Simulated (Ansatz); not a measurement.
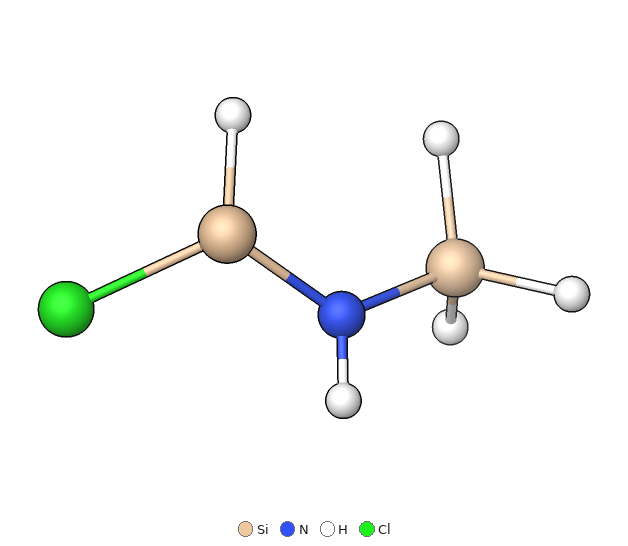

The structure as it stands in the input.

The calculation was set up as follows.

```yaml
crystal:
  periodic: [false, false, false]
  atoms:
    - {symbol: Si, position_ang: [0.643890, 1.588238, 1.293840]}
    - {symbol: N, position_ang: [-0.571976, 1.010949, 0.232492]}
    - {symbol: Si, position_ang: [-2.050452, 0.191485, 0.627852]}
    - {symbol: H, position_ang: [0.291790, 1.107994, 2.658843]}
    - {symbol: Cl, position_ang: [2.500432, 0.821740, 0.791921]}
    - {symbol: H, position_ang: [-0.409188, 1.184200, -0.750776]}
    - {symbol: H, position_ang: [-2.066482, -1.192421, 0.083622]}
    - {symbol: H, position_ang: [-2.140823, 0.146737, 2.106644]}
    - {symbol: H, position_ang: [-3.222143, 0.916481, 0.070121]}
basis:
  gaussian: {orbitals: def2-TZVPP}
magnetization: {spin_polarized: true, initial_magnetization: 1}
correlation: {method: ccsd_t}
scf: {omitted_lower_state_checks: [cluster_reference]}
```

Command:

```sh
ansatz run in.yaml --threads 4 --pin off --events-out ev --progress --plain --max-ram 66560MiB --backend cuda --devices 0, --max-vram 37GiB
```

Result:

```
Functional definition: HF
  name "HF"
  cite "Fock, Z. Phys. 61, 126 (1930) doi:10.1007/BF01340294"
  parent pbe
  exchange = exact_x
  correlation = 0
these checks for a lower state are left out or cut short: cluster_reference
1310 factors; integrals over basis functions are off by at most 1.1e-3 eV
mean field evaluation 1: about -29788.9749 eV, gradient 2.5e1 eV
mean field evaluation 2: about -29788.9816 eV, gradient 2.5e1 eV
mean field evaluation 4: about -29792.4050 eV, gradient 3.1e0 eV
mean field evaluation 8: about -29792.5193 eV, gradient 1.5e-1 eV
mean field -29792.51992535 eV, -1094.8549131614 hartree, gradient 6.9e-6 eV, S^2 0.754903; 0 other end points of the search recorded, 0 dependent functions left out
16 core orbitals not correlated: weight in the atoms' cores, before any rotation towards them, 1.000 or more for the frozen orbitals, at most 0.000 for the correlated occupied ones
reference -29792.51992535 eV, -1094.8549131614 hartree; 13, 12 occupied and 198, 199 virtual orbitals, 1310 factors
second order -16.99557636 eV of doubles, -0.00000000 eV of singles
cycle   1  -17.88044984 eV  change   -8.8e-1 eV  update   9.2e-2
cycle   2  -18.36496959 eV  change   -4.8e-1 eV  update   2.9e-2
cycle   3  -18.45149670 eV  change   -8.7e-2 eV  update   1.4e-2
cycle   4  -18.44287904 eV  change    8.6e-3 eV  update   5.0e-3
cycle   5  -18.44264408 eV  change    2.3e-4 eV  update   2.6e-3
cycle   6  -18.44296286 eV  change   -3.2e-4 eV  update   1.0e-3
cycle   7  -18.44307120 eV  change   -1.1e-4 eV  update   4.0e-4
cycle   8  -18.44326331 eV  change   -1.9e-4 eV  update   1.5e-4
cycle   9  -18.44326422 eV  change   -9.1e-7 eV  update   6.1e-5
cycle  10  -18.44323102 eV  change    3.3e-5 eV  update   2.8e-5
cycle  11  -18.44324415 eV  change   -1.3e-5 eV  update   1.4e-5
perturbative correction -0.72744829 eV, -0.0267332318 hartree
Total energy: -29811.69061779 eV, -1095.5594231143 hartree
Checks for a lower state left out: cluster_reference
```
